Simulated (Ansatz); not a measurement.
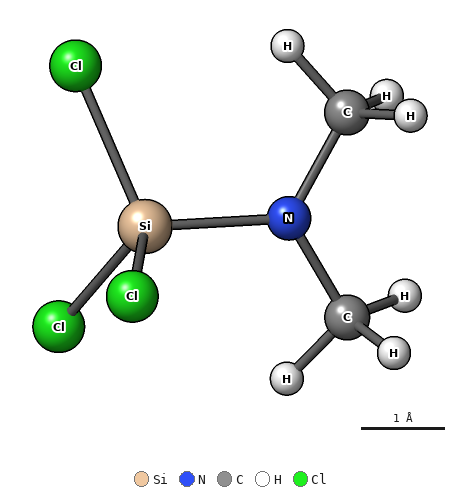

Fig. 1: The starting structure (ball-and-stick view, seen at a tilt). Bond lengths as drawn: Cl–Si 2.13 Å, C–H 1.11 Å, C–N 1.47 Å and N–Si 1.82 Å.

**C₂H₆Cl₃NSi: geometry relaxation (part 1 of 2)**

- system: C₂H₆Cl₃NSi
- method: RKS PBE0/STO-3G (Ansatz 0.2.0)

It belongs to a series of runs on one base structure; here: start relaxed.

Input:
```yaml
crystal:
  periodic: [false, false, false]
  atoms:
    - { symbol: Si, position_ang: [0.0, 0.0, 0.0] }
    - { symbol: "N", position_ang: [0.0, 0.0, 1.82] }
    - { symbol: C, position_ang: [-1.2162, -0.3762, 2.555] }
    - { symbol: H, position_ang: [-1.8642, -0.9999, 1.9045] }
    - { symbol: H, position_ang: [-0.9378, -0.9533, 3.4614] }
    - { symbol: H, position_ang: [-1.7663, 0.5401, 2.8549] }
    - { symbol: C, position_ang: [1.2162, 0.3762, 2.555] }
    - { symbol: H, position_ang: [1.4641, -0.4163, 3.2916] }
    - { symbol: H, position_ang: [2.0585, 0.4943, 1.8418] }
    - { symbol: H, position_ang: [1.0457, 1.3351, 3.0874] }
    - { symbol: Cl, position_ang: [2.0086, 0.0, -0.7093] }
    - { symbol: Cl, position_ang: [-1.0032, 1.7381, -0.7093] }
    - { symbol: Cl, position_ang: [-1.0032, -1.7381, -0.7093] }
basis:
  gaussian: { orbitals: STO-3G }
hamiltonian:
  xc: pbe0
relax:
  f_tol: 0.02
  max_steps: 40
output:
  orbitals: {}
```

Hardware: 1 thread of Intel Xeon (Sapphire Rapids), 16 GiB of memory available, shared host.

Run as:
```bash
ansatz run input.yaml --threads 1 --pin off --max-ram 2048MiB --backend cpu --events-out ev --progress --plain --runs-dir out
```

The program's output:
```
The last accepted step is kept in [file] (removed where the run ends without a failure and the disk answers)
Engine: ansatz 0.2.0, x86_64-unknown-linux-gnu
Functional definition: PBE0
  parameter a = 0.25
  parameter kappa = 0.804
  parameter beta = 0.06672455060314922
  exchange = (1 - a)*pbe_x(kappa = kappa, mu = beta*pi^2/3) + a*exact_x
  correlation = pbe_c(beta = beta)
770 factors; integrals over basis functions are off by at most 9.8e-6 eV
mean field evaluation 1: about -48543.1262 eV, gradient 3.5e1 eV
mean field evaluation 2: about -48542.9009 eV, gradient 3.9e1 eV
mean field evaluation 4: about -48548.4540 eV, gradient 1.7e0 eV
mean field evaluation 8: about -48548.4354 eV, gradient 1.8e-2 eV
mean field -48548.43538817 eV, -1784.1220932037 hartree, gradient 2.9e-5 eV, S^2 0.000000; 0 other end points of the search recorded, 0 dependent functions left out
the calculation of the forces begins
reference -48548.43540875 eV, -1784.1220939601 hartree; 45, 45 occupied and 12, 12 virtual orbitals, 770 factors
relax step   1: F+E_penalty+E_count = -48548.43538817 eV  Δ(F+E_penalty+E_count) = +0.000e0 eV  max|allowed force component| = 3.931e0 eV/Å  Δτ_max = 0.0000 Å  (22 SCF iters, accepted)
these checks for a lower state are left out or cut short: starts, cluster_reference, orbital_swaps, neighbouring_geometries, increment
770 factors; integrals over basis functions are off by at most 9.6e-6 eV
mean field evaluation 16: about -48548.7487 eV, gradient 1.9e-1 eV
mean field -48548.72157890 eV, -1784.1326105192 hartree, gradient 2.3e-5 eV, S^2 0.000000; 0 other end points of the search recorded, 0 dependent functions left out
the calculation of the forces begins
reference -48548.72159943 eV, -1784.1326112738 hartree; 45, 45 occupied and 12, 12 virtual orbitals, 770 factors
relax step   2: F+E_penalty+E_count = -48548.72157890 eV  Δ(F+E_penalty+E_count) = -2.862e-1 eV  max|allowed force component| = 1.418e0 eV/Å  Δτ_max = 0.1030 Å  (23 SCF iters, accepted)
these checks for a lower state are left out or cut short: starts, cluster_reference, orbital_swaps, neighbouring_geometries, increment
770 factors; integrals over basis functions are off by at most 1.0e-5 eV
mean field -48548.76936244 eV, -1784.1343665320 hartree, gradient 2.0e-5 eV, S^2 0.000000; 0 other end points of the search recorded, 0 dependent functions left out
the calculation of the forces begins
reference -48548.76938280 eV, -1784.1343672802 hartree; 45, 45 occupied and 12, 12 virtual orbitals, 770 factors
relax step   3: F+E_penalty+E_count = -48548.76936244 eV  Δ(F+E_penalty+E_count) = -4.778e-2 eV  max|allowed force component| = 2.539e-1 eV/Å  Δτ_max = 0.0735 Å  (24 SCF iters, accepted)
these checks for a lower state are left out or cut short: starts, cluster_reference, orbital_swaps, neighbouring_geometries, increment
770 factors; integrals over basis functions are off by at most 1.1e-5 eV
mean field evaluation 32: about -48548.7735 eV, gradient 2.2e-4 eV
mean field -48548.77350718 eV, -1784.1345188482 hartree, gradient 2.4e-5 eV, S^2 0.000000; 0 other end points of the search recorded, 0 dependent functions left out
the calculation of the forces begins
reference -48548.77352752 eV, -1784.1345195957 hartree; 45, 45 occupied and 12, 12 virtual orbitals, 770 factors
relax step   4: F+E_penalty+E_count = -48548.77350718 eV  Δ(F+E_penalty+E_count) = -4.145e-3 eV  max|allowed force component| = 3.686e-1 eV/Å  Δτ_max = 0.1086 Å  (23 SCF iters, accepted)
these checks for a lower state are left out or cut short: starts, cluster_reference, orbital_swaps, neighbouring_geometries, increment
770 factors; integrals over basis functions are off by at most 1.6e-5 eV
mean field -48548.78809017 eV, -1784.1350547631 hartree, gradient 1.9e-5 eV, S^2 0.000000; 0 other end points of the search recorded, 0 dependent functions left out
the calculation of the forces begins
reference -48548.78811060 eV, -1784.1350555142 hartree; 45, 45 occupied and 12, 12 virtual orbitals, 770 factors
relax step   5: F+E_penalty+E_count = -48548.78809017 eV  Δ(F+E_penalty+E_count) = -1.458e-2 eV  max|allowed force component| = 1.376e-1 eV/Å  Δτ_max = 0.1441 Å  (23 SCF iters, accepted)
these checks for a lower state are left out or cut short: starts, cluster_reference, orbital_swaps, neighbouring_geometries, increment
770 factors; integrals over basis functions are off by at most 1.6e-5 eV
mean field -48548.79136276 eV, -1784.1351750286 hartree, gradient 1.3e-5 eV, S^2 0.000000; 0 other end points of the search recorded, 0 dependent functions left out
the calculation of the forces begins
reference -48548.79138324 eV, -1784.1351757812 hartree; 45, 45 occupied and 12, 12 virtual orbitals, 770 factors
relax step   6: F+E_penalty+E_count = -48548.79136276 eV  Δ(F+E_penalty+E_count) = -3.273e-3 eV  max|allowed force component| = 2.904e-2 eV/Å  Δτ_max = 0.0682 Å  (23 SCF iters, accepted)
these checks for a lower state are left out or cut short: starts, cluster_reference, orbital_swaps, neighbouring_geometries, increment
770 factors; integrals over basis functions are off by at most 1.7e-5 eV
mean field -48548.79213769 eV, -1784.1352035068 hartree, gradient 1.4e-5 eV, S^2 0.000000; 0 other end points of the search recorded, 0 dependent functions left out
the calculation of the forces begins
reference -48548.79215822 eV, -1784.1352042615 hartree; 45, 45 occupied and 12, 12 virtual orbitals, 770 factors
relax step   7: F+E_penalty+E_count = -48548.79213769 eV  Δ(F+E_penalty+E_count) = -7.749e-4 eV  max|allowed force component| = 4.898e-2 eV/Å  Δτ_max = 0.0766 Å  (24 SCF iters, accepted)
these checks for a lower state are left out or cut short: starts, cluster_reference, orbital_swaps, neighbouring_geometries, increment
770 factors; integrals over basis functions are off by at most 1.6e-5 eV
mean field -48548.79235598 eV, -1784.1352115288 hartree, gradient 1.4e-5 eV, S^2 0.000000; 0 other end points of the search recorded, 0 dependent functions left out
the calculation of the forces begins
reference -48548.79237654 eV, -1784.1352122843 hartree; 45, 45 occupied and 12, 12 virtual orbitals, 770 factors
relax step   8: F+E_penalty+E_count = -48548.79235598 eV  Δ(F+E_penalty+E_count) = -2.183e-4 eV  max|allowed force component| = 3.826e-2 eV/Å  Δτ_max = 0.0158 Å  (24 SCF iters, accepted)
these checks for a lower state are left out or cut short: starts, cluster_reference, orbital_swaps, neighbouring_geometries, increment
770 factors; integrals over basis functions are off by at most 1.6e-5 eV
mean field evaluation 64: about -48548.8168 eV, gradient 3.1e-1 eV
mean field -48548.79257653 eV, -1784.1352196338 hartree, gradient 1.2e-5 eV, S^2 0.000000; 0 other end points of the search recorded, 0 dependent functions left out
the calculation of the forces begins
reference -48548.79259708 eV, -1784.1352203892 hartree; 45, 45 occupied and 12, 12 virtual orbitals, 770 factors
relax step   9: F+E_penalty+E_count = -48548.79257653 eV  Δ(F+E_penalty+E_count) = -2.205e-4 eV  max|allowed force component| = 3.965e-3 eV/Å  Δτ_max = 0.0122 Å  (20 SCF iters, accepted)
```

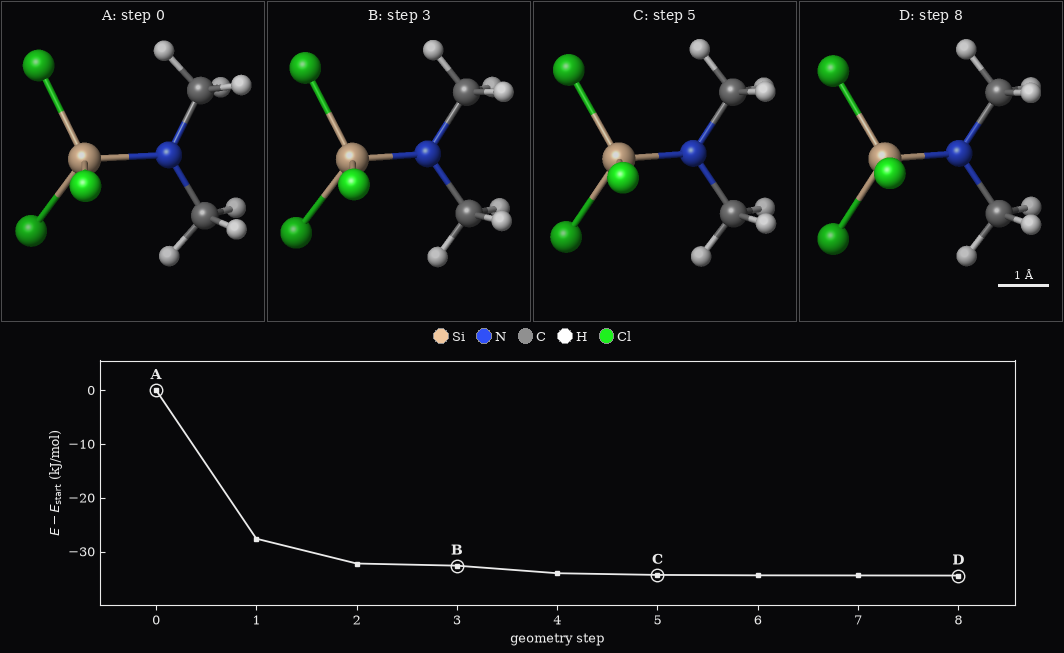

Fig. 2: Frames of the relaxation (ball-and-stick view, seen at a tilt) above the curves, on which the letters mark them (the first geometry is step 0 here and step 1 in the log).

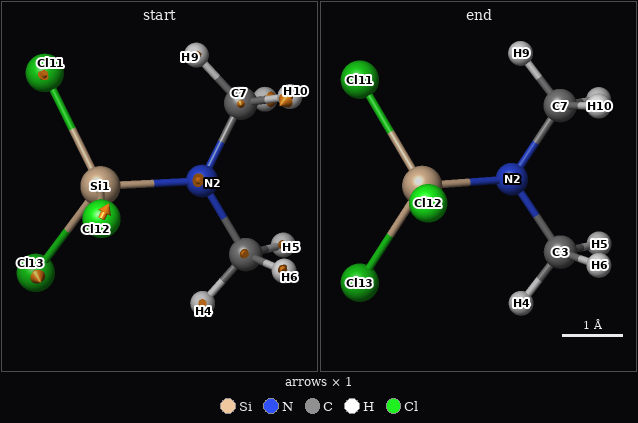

Fig. 3: Before (left) and after (right) the relaxation, at one scale (ball-and-stick view, seen at a tilt). The orange arrows give the displacements, at true length. Over 8 geometry steps the energy falls by 34.5 kJ/mol. Largest force component: 3.9 eV/Å at the start, 0.004 eV/Å at the end. H10 moves most after the best rigid fit: 0.34 Å. Largest moves by element: H 0.34 Å, Cl 0.34 Å, N 0.28 Å, C 0.14 Å, Si 0.06 Å. Among the contacts that change: Si1–N2 1.820 → 1.715 Å, Si1–Cl11 2.130 → 2.090 Å, Si1–Cl12 2.128 → 2.108 Å, N2–C3 1.470 → 1.484 Å. Among the angles that change: C3–N2–C7 120.0° → 113.4°, N2–Si1–Cl12 109.5° → 115.8°, N2–C3–H6 109.5° → 112.6°. (Atoms are counted from 1 in the order of the input.)

```
770 factors; integrals over basis functions are off by at most 1.6e-5 eV
mean field -48548.79257653 eV, -1784.1352196338 hartree, gradient 1.2e-5 eV, S^2 0.000000; 1 other end points of the search recorded, 0 dependent functions left out
the calculation of the forces begins
reference -48548.79259708 eV, -1784.1352203892 hartree; 45, 45 occupied and 12, 12 virtual orbitals, 770 factors
Total energy: -48548.79259708 eV, -1784.1352203892 hartree
Atom 0 at     0.009458    -0.019321     0.058561 Å, force    -0.000836     0.001338    -0.003821 eV/Å
Atom 1 at     0.104493    -0.253297     1.754546 Å, force     0.000431    -0.001182     0.003965 eV/Å
Atom 2 at    -1.139507    -0.492347     2.528350 Å, force     0.001955    -0.001722     0.000035 eV/Å
Atom 3 at    -1.839242    -1.093267     1.927143 Å, force    -0.001262    -0.000064     0.000432 eV/Å
Atom 4 at    -0.890849    -1.055125     3.443237 Å, force    -0.003745    -0.001064     0.001163 eV/Å
Atom 5 at    -1.641712     0.447730     2.827109 Å, force    -0.001127    -0.000557     0.000795 eV/Å
Atom 6 at     1.157898     0.446311     2.531851 Å, force    -0.001067     0.000011    -0.001140 eV/Å
Atom 7 at     1.374062    -0.131994     3.445340 Å, force     0.002434     0.002078     0.000875 eV/Å
Atom 8 at     2.078878     0.510449     1.932040 Å, force     0.001144     0.000810    -0.000004 eV/Å
Atom 9 at     0.856242     1.467785     2.833210 Å, force     0.001096    -0.000170     0.001215 eV/Å
Atom 10 at     1.938477    -0.168406    -0.732226 Å, force    -0.000365     0.000583    -0.001208 eV/Å
Atom 11 at    -0.767208     1.836854    -0.568686 Å, force     0.001797    -0.000504    -0.001929 eV/Å
Atom 12 at    -1.238791    -1.495372    -0.736774 Å, force    -0.000456     0.000443    -0.000377 eV/Å
Dipole moment:    -0.005042     0.014732     0.771436 e Å
```
